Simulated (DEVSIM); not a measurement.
Device: W/SiO2/p-Si capacitor, at 300 K.

| layer (left to right) | material | thickness (nm) | Na (cm⁻³) |
|---|---|---|---|
| 1 | SiO2 | 4.80 | - |
| 2 | Si | 400 | 2.1e18 |

Metal gate on the left, work function 4.6 eV. Fixed charge at the semiconductor interface 8.1e11 cm⁻² (in units of +e); no interface traps.

The device is made up for the run: typed textbook-type constants, with dimensions and the other settings drawn at random. Values at 300 K.

```tsv
parameter	SiO2	Si
gap (eV)	9	1.124
affinity (eV)	0.9	4.05
permittivity	3.9	11.7
Nc (cm⁻³)	-	2.86e19
Nv (cm⁻³)	-	3.1e19
```

Simulated with DEVSIM: 1D Poisson equation in equilibrium, Boltzmann statistics, complete ionisation; no quantum confinement or tunnelling. Metal contacts follow the ideal Schottky-Mott rule: no Fermi-level pinning, no interface dipoles.

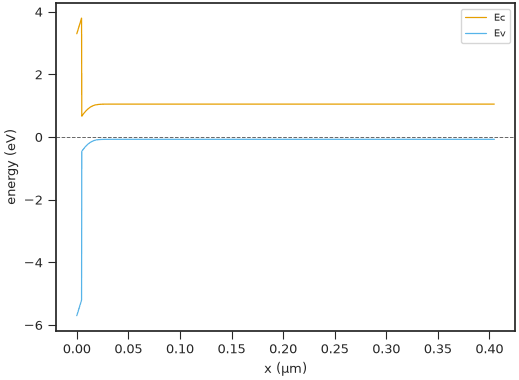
Band edges at 0.4 V on the gate

Energies count from the Fermi level of the right contact; mesh points crowd at the junctions.

```tsv
x (μm)	Ec (eV)	Ev (eV)	n (cm⁻³)	p (cm⁻³)	field (V/cm)
0.000	3.300	-5.700	< 1e2	< 1e2	1100000
0.0007824	3.384	-5.616	< 1e2	< 1e2	1100000
0.001829	3.497	-5.503	< 1e2	< 1e2	1100000
0.003073	3.632	-5.368	< 1e2	< 1e2	1100000
0.004342	3.768	-5.232	< 1e2	< 1e2	1100000
0.005062	0.680	-0.444	1.1e8	1.1e12	480000
0.006166	0.730	-0.394	1.5e7	7.5e12	440000
0.009133	0.847	-0.277	170000	6.8e14	340000
0.01339	0.964	-0.160	1900	6.3e16	210000
0.02093	1.044	-0.080	< 1e2	1.4e18	35000
0.03431	1.054	-0.070	< 1e2	2.1e18	350
0.06802	1.054	-0.070	< 1e2	2.1e18	≈ 0
0.1178	1.054	-0.070	< 1e2	2.1e18	≈ 0
0.2048	1.054	-0.070	< 1e2	2.1e18	≈ 0
0.3133	1.054	-0.070	< 1e2	2.1e18	≈ 0
0.3537	1.054	-0.070	< 1e2	2.1e18	≈ 0
0.3765	1.054	-0.070	< 1e2	2.1e18	≈ 0
0.3893	1.054	-0.070	< 1e2	2.1e18	≈ 0
0.3981	1.054	-0.070	< 1e2	2.1e18	≈ 0
0.4015	1.054	-0.070	< 1e2	2.1e18	≈ 0
0.4034	1.054	-0.070	< 1e2	2.1e18	≈ 0
0.4048	1.054	-0.070	< 1e2	2.1e18	≈ 0
```
